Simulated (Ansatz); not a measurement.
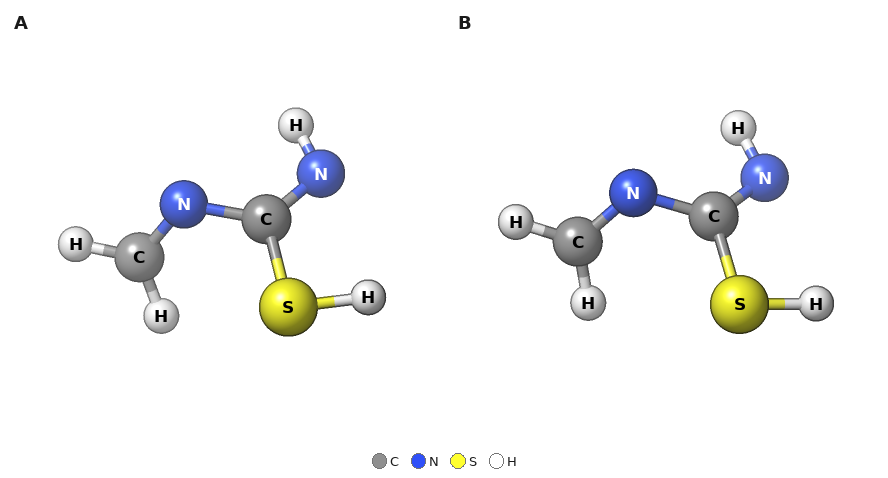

Depth is shown by fading: the farther an atom, the more it takes the colour of the background. The geometry was computed by an optimisation with PBE0-D4/def2-TZVP.

Q: Are A and B the same structure? If not, how do they differ?

A: Yes. They are the same structure, C2H4N2S ([H]/N=C(/S)N=C), seen from two directions: a rotation takes one into the other. The geometry is chiral (C1), so its mirror image would differ.
